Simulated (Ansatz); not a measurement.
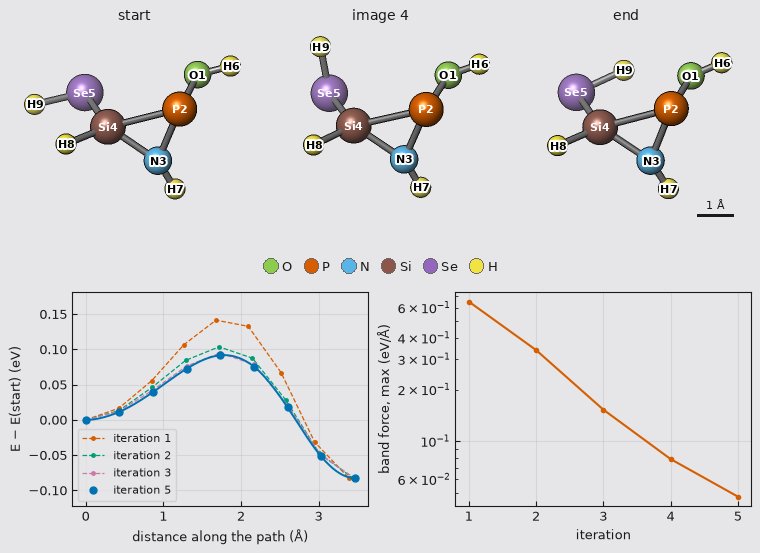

NEB run on SiPNH$_{4}$SeO. Images are numbered from 0 (start) to 8 (end). The plot follows the band through its iterations. Style: ball-and-stick. Shown at a tilt.

Method: RKS PBE-D4/def2-mTZVP in Ansatz.

Input
```yaml
crystal:
  periodic: [false, false, false]
  atoms:
    - { symbol: O, position_ang: [0.399929, 2.080112, 0.18676] }
    - { symbol: P, position_ang: [1.261816, 0.758024, 0.851119] }
    - { symbol: "N", position_ang: [1.263923, -0.463566, -0.414902] }
    - { symbol: Si, position_ang: [-0.223182, -0.844071, 0.351423] }
    - { symbol: Se, position_ang: [-2.196371, -0.202925, -0.624017] }
    - { symbol: H, position_ang: [0.960528, 2.878564, 0.237826] }
    - { symbol: H, position_ang: [1.815009, -0.537649, -1.269977] }
    - { symbol: H, position_ang: [-0.363795, -2.202258, 0.959066] }
    - { symbol: H, position_ang: [-2.829257, -1.51253, -0.294297] }
basis:
  gaussian: { orbitals: def2-mTZVP }
hamiltonian:
  xc: pbe
  dispersion: d4
neb:
  order_check: false
  images: 7
  f_tol: 0.05
  max_iterations: 44
  initial_path: linear
  final_atoms:
    - { symbol: O, position_ang: [0.01665694, 1.81697784, 0.05568815] }
    - { symbol: P, position_ang: [1.08718142, 0.68949733, 0.7888055] }
    - { symbol: "N", position_ang: [1.24652178, -0.58623018, -0.4011516] }
    - { symbol: Si, position_ang: [-0.13160508, -1.1643065, 0.45483727] }
    - { symbol: Se, position_ang: [-2.24769428, -0.93166622, -0.36728319] }
    - { symbol: H, position_ang: [0.3796549, 2.71571626, 0.17780323] }
    - { symbol: H, position_ang: [1.76365336, -0.6091784, -1.28043943] }
    - { symbol: H, position_ang: [-0.02141647, -2.50943737, 1.09285883] }
    - { symbol: H, position_ang: [-2.00435257, 0.53232823, -0.53811775] }
```

Launched with:
```bash
ansatz run input.yaml --threads 2 --pin off --max-ram 3072MiB --backend cpu --events-out ev --progress --plain --runs-dir out
```

**Judge this run.**

The run is converged, with reservations. The band converged in 5 iterations. The largest component of the band force went from 0.65 to 0.048 eV/Å. The climbing image converged on the top of the path. Its curvatures weren't checked. The straight starting path can push atoms close together and costs iterations. The first iteration put the highest image at 0.141 eV. The energy climbs by 0.092 eV to image 4 and then falls by 0.174 eV, so the end point sits at −0.082 eV.
